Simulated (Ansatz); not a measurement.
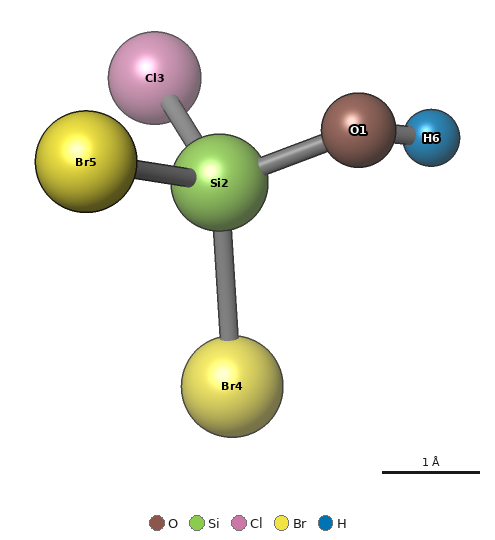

*The structure (ball-and-stick view, seen at a tilt; atoms are numbered from 1 in the order of the input).*

Bond lengths as drawn: Br–Si 2.18 to 2.20 Å, Cl–Si 2.03 Å, H–O 0.96 Å and O–Si 1.62 Å.

## Run report: SiHBr2ClO, single-point calculation

The run: single-point calculation of SiHBr2ClO. Method and program: RKS BHLYP-D4/def2-TZVPP (Ansatz 0.2.0).

The geometry comes from this level: PBE0-D4/def2-TZVP.

## Input file
```yaml
crystal:
  periodic: [false, false, false]
  atoms:
    - {symbol: O, position_ang: [-0.771812, 0.353932, 1.054196]}
    - {symbol: Si, position_ang: [0.194955, 0.064287, -0.211361]}
    - {symbol: Cl, position_ang: [1.885275, -0.909512, 0.363239]}
    - {symbol: Br, position_ang: [-0.824531, -1.184702, -1.709720]}
    - {symbol: Br, position_ang: [0.709491, 2.010675, -1.056783]}
    - {symbol: H, position_ang: [-1.151378, -0.398681, 1.514228]}
basis:
  gaussian: {orbitals: def2-TZVPP}
hamiltonian: {xc: {name: BHLYP}, dispersion: d4}
output: {orbitals: {seedname: orbitals}}
```

## Log
```
Functional definition: BHLYP
  name "BHLYP"
  cite "Becke, J. Chem. Phys. 98, 1372 (1993) doi:10.1063/1.464304"
  cite "Becke, Phys. Rev. A 38, 3098 (1988) doi:10.1103/PhysRevA.38.3098"
  cite "Lee, Yang & Parr, Phys. Rev. B 37, 785 (1988) doi:10.1103/PhysRevB.37.785"
  parameter a = 0.5
  exchange = (1 - a)*b88_x + a*exact_x
  correlation = lyp_c
1800 factors; their error is unknown
mean field evaluation 1: about -162556.5559 eV, gradient 4.7e1 eV
mean field evaluation 2: about -162554.6094 eV, gradient 5.8e1 eV
mean field evaluation 4: about -162560.1131 eV, gradient 1.4e0 eV
mean field evaluation 8: about -162560.1172 eV, gradient 2.4e-2 eV
mean field evaluation 16: about -162562.0213 eV, gradient 1.6e-4 eV
mean field -162562.02126549 eV, -5974.0440930111 hartree, gradient 1.1e-5 eV, S^2 0.000000; 0 other end points of the search recorded, 0 dependent functions left out
reference -162562.02144685 eV, -5974.0440996760 hartree; 55, 55 occupied and 170, 170 virtual orbitals, 1800 factors
Total energy: -162562.42797003 eV, -5974.0590391272 hartree
```

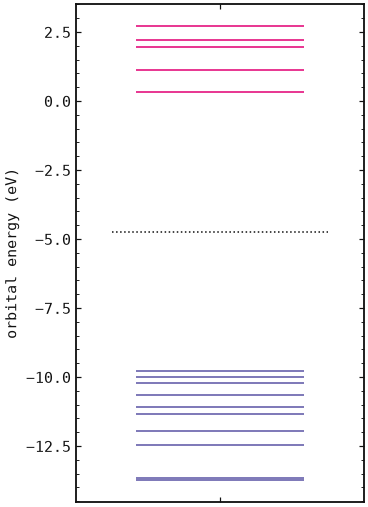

*Orbital energies near the frontier; the dotted line parts filled from empty levels, and levels within 0.02 eV of each other stand side by side.*

Highest filled −9.79 eV, lowest empty 0.33 eV, 10.12 eV apart.

## Summary

| quantity | value |
| --- | --- |
| outcome | converged |
| total energy | −162562.4280 eV |
| mean-field energy | −162562.0214 eV |
| dispersion energy | −0.4065 eV |
| SCF solution under orbital rotations | stable |
| HOMO | −9.79 eV |
| LUMO | 0.33 eV |
| hardware | 4 CPU threads, shared host |
| wall time | 2.7 s (CPU time 9.9 s) |
| peak memory | 1 GiB |
